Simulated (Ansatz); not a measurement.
# Cl3F2HMo···HF: what the fields show

Input

```
crystal:
  periodic: [false, false, false]
  atoms:
    - { symbol: Mo, position_ang: [0.0, 0.0, 0.0] }
    - { symbol: F, position_ang: [0.0, 0.0, 2.12] }
    - { symbol: Cl, position_ang: [2.31, 0.0, 0.0] }
    - { symbol: F, position_ang: [0.0, 1.77, 0.0] }
    - { symbol: Cl, position_ang: [-2.31, 0.0, 0.0] }
    - { symbol: F, position_ang: [0.0, -1.77, 0.0] }
    - { symbol: Cl, position_ang: [0.0, 0.0, -2.31] }
    - { symbol: H, position_ang: [-1.383, 1.2152, 0.6117] }
    - { symbol: H, position_ang: [-1.0262, 0.9017, 1.5824] }
basis:
  gaussian: { orbitals: def2-SVP }
hamiltonian:
  xc: lda
relax:
  f_tol: 0.15
  max_steps: 25
  restrain:
    - { distance: [0, 7], at: 1.64, k: 30.0 }
    - { distance: [8, 1], at: 0.92, k: 30.0 }
    - { distance: [0, 1], at: 2.97, k: 30.0 }
    - { distance: [8, 7], at: 1.86, k: 30.0 }
output:
  orbitals: {}
```

Run with:

```sh
ansatz run input.yaml --threads 4 --pin off --max-ram 5120MiB --backend cpu --events-out ev --progress --plain --runs-dir out
```

The fields are those of the run's last geometry, not of the input's.

Core potentials replace the inner electrons of Mo; not at a stationary point (largest force 0.6 eV/Å).

These are results of RKS LDA/def2-SVP (Ansatz 0.2.0), not measurements.

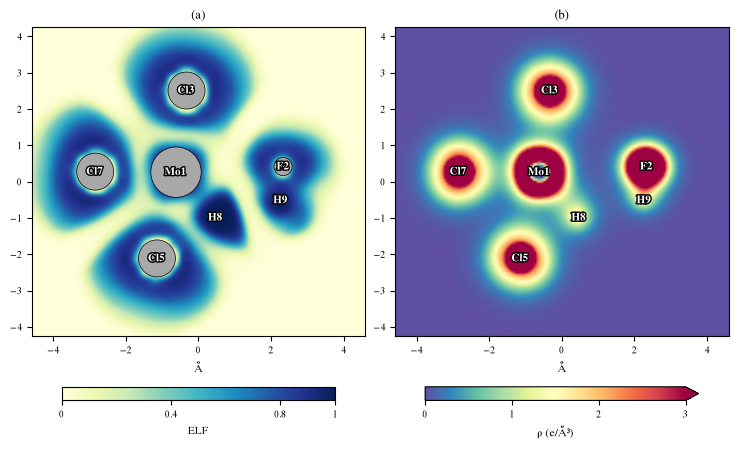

Figure 1. (a) electron localisation function; (b) electron density on the plane of atoms Cl5, Mo1 and H8. Grey discs cover the atomic cores in the ELF map.

Describe what can be read from this map.

The section cuts through Mo, F, Cl and H sites. Mo1···F2 (2.95 Å): the density falls to about 0.1 e/Å³ on the way; the ELF dips to about 0.05 between them. Mo–Cl (2.23 Å): ρ is about 0.75 e/Å³ halfway; the ELF peaks at about 0.80 in the valence shell of Cl, 0.9 Å from its nucleus, and is about 0.40 at the midpoint. F–H (0.93 Å): ρ at the midpoint is about 4.5 e/Å³; the ELF climbs to about 1 towards the hydrogen, as it does in any bond to H; an ordinary covalent bond to hydrogen. Mo–Cl (2.27 Å): ρ is about 0.67 e/Å³ halfway; the ELF peaks at about 0.85 in the valence shell of Cl, 0.9 Å from its nucleus, and is about 0.35 at the midpoint. Mo–Cl (2.43 Å): ρ at the midpoint is about 0.49 e/Å³; the ELF peaks at about 0.85 in the valence shell of Cl, 0.9 Å from its nucleus, and is about 0.30 at the midpoint. The ELF also peaks beside F2, away from the bonds: lone-pair regions.

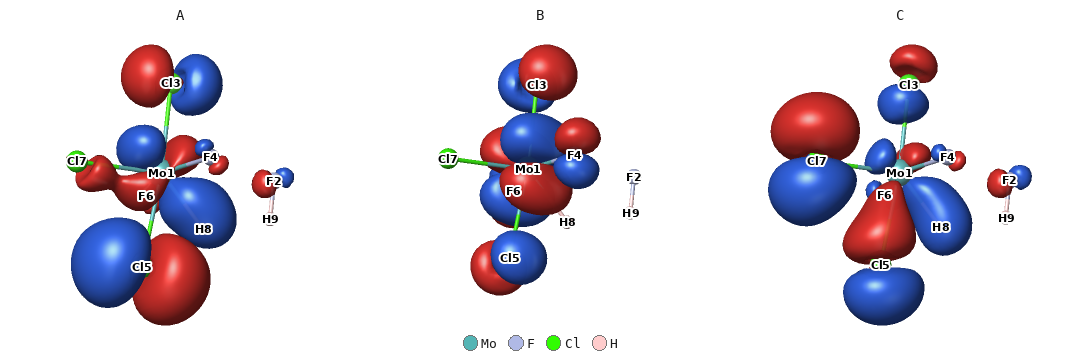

Figure 2. Three frontier orbitals at ±0.1 Å⁻³ᐟ² (red and blue are the two phases), in no order.

Which picture is the HOMO−1, the HOMO and the LUMO?

C is the HOMO−1 (−7.79 eV). Its weight (Hirshfeld) is mainly on Cl7 (about 50 %), Cl5 (about 25 %) and Mo1 (about 10 %); largely a combination of lone pairs on Cl7 and Cl5. A is the HOMO (−6.86 eV). It lies mainly on Cl5 (about 60 %), Mo1 (about 20 %), Cl3 (about 10 %) and H8 (about 5 %). B is the LUMO (−5.51 eV). Its weight (Hirshfeld) is mainly on Mo1 (about 60 %), Cl3 (about 10 %), Cl5 (about 10 %), F4 (about 10 %) and F6 (about 10 %).

What is the HOMO–LUMO gap?

1.35 eV between the orbital energies.

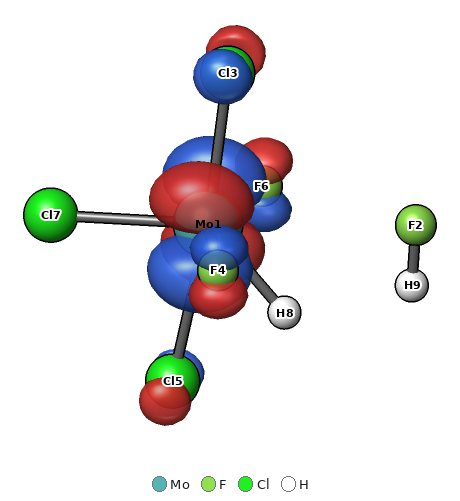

Figure 3. The LUMO at ±0.2 Å⁻³ᐟ² (blue and red are the two phases), seen at a tilt.

Where does this orbital lie, and at what energy?

By Hirshfeld shares it lies mainly on Mo1 (about 60 %), Cl3 (about 10 %), Cl5 (about 10 %), F4 (about 10 %) and F6 (about 10 %). Its energy is −5.51 eV.
